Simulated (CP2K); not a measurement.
Consider chloroacetaldehyde at its PBE geometry (Å).

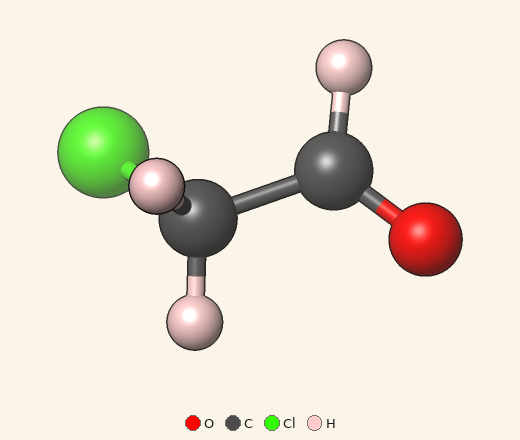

The molecule (oxygen red, carbon dark grey, chlorine green, hydrogen pink).

```xyz
7

O     1.5611   -0.1328   -1.0885
C     0.9025   -0.0299   -0.0699
C    -0.6138   -0.0984   -0.0622
Cl   -1.2735    1.1678    1.0287
H     1.3784    0.1163    0.9286
H    -0.9391   -1.0717    0.3330
H    -1.0156    0.0487   -1.0698
```

Method: CP2K XAS_TDP, all-electron GAPW, PBEh(45%), aug-pc-1, TDA, ZORA, spin–orbit coupling.

Predict the bright core excitations at the Cl L₂,₃ edge.

Leading lines: Cl4 198.54 eV. The leading line of an atom is its first one with 35 % of the strongest within 2.5 eV of its lowest line over the strength cut. 

The first six lines of each atom with a strength over 0.0003:

```
             atom  energy (eV)  states  strength, one atom
Cl4 (bonded to C)       198.54       2              0.0059
                        200.06       2              0.0038
                        201.05       1              0.0005
                        201.63       2              0.0011
                        201.76       2              0.0008
                        201.79       1              0.0011
```

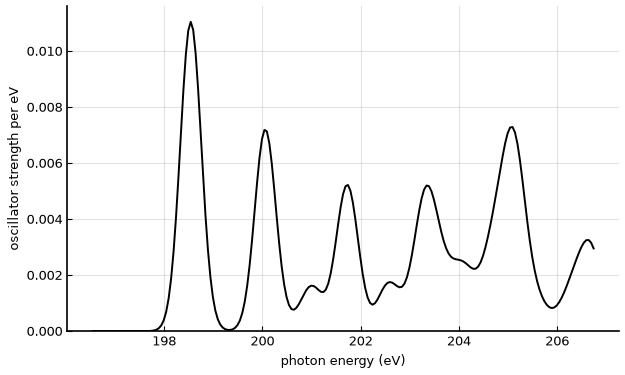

All atoms added, broadened by 0.5 eV.

Lines are vertical, at one geometry, with no vibrational structure. Without a correction of the core level, line positions, and the gaps between valence and Rydberg lines, follow the share of exact exchange. Rydberg lines, and the discretised continuum above threshold, depend on the basis and the box.

[Banner, clock and machine lines of the logs are left out without a mark of their own.]

[Logs are printed without paths, hosts, clocks, repeated set-up lines and the standing remarks that a program may print on its own settings, such as how far it seeks lower states.]

[Hosts, paths, dates, database ids (printed as entryN), source tags and the programs' standing remarks are cut or masked in the printed files.]
